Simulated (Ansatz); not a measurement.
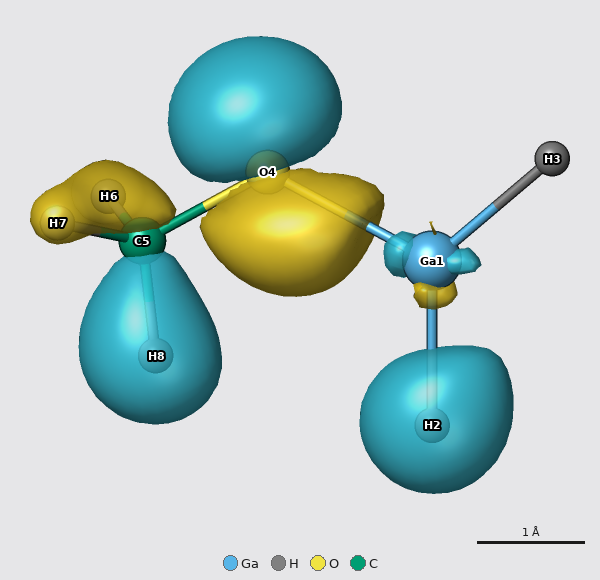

*CH$_{5}$GaO. The HOMO−1 at ±0.15 Å⁻³ᐟ² (yellow and cyan are the two phases), seen at a tilt.*

Geometry: B3LYP-D4/def2-TZVP.

All numbers below come from RKS PBE0-D4/def2-TZVP in Ansatz 0.2.0.

```yaml
atoms:
  - { symbol: Ga, position_ang: [0.5715, 1.3126, 0.7241] }
  - { symbol: H, position_ang: [2.0332, 0.7808, 0.5475] }
  - { symbol: H, position_ang: [0.0452, 2.6246, 1.3725] }
  - { symbol: O, position_ang: [-0.7285, 0.2589, 0.0835] }
  - { symbol: C, position_ang: [-0.5144, -0.9857, -0.5496] }
  - { symbol: H, position_ang: [-0.9406, -0.9656, -1.5575] }
  - { symbol: H, position_ang: [-1.0146, -1.7794, 0.0141] }
  - { symbol: H, position_ang: [0.5482, -1.2463, -0.6345] }
```

**Describe this orbital and give its energy.**

It lies mainly on O4 (about 55 %), Ga1 (about 10 %), C5 (about 10 %), H2 (about 10 %) and H8 (about 10 %). Its energy is −8.02 eV.
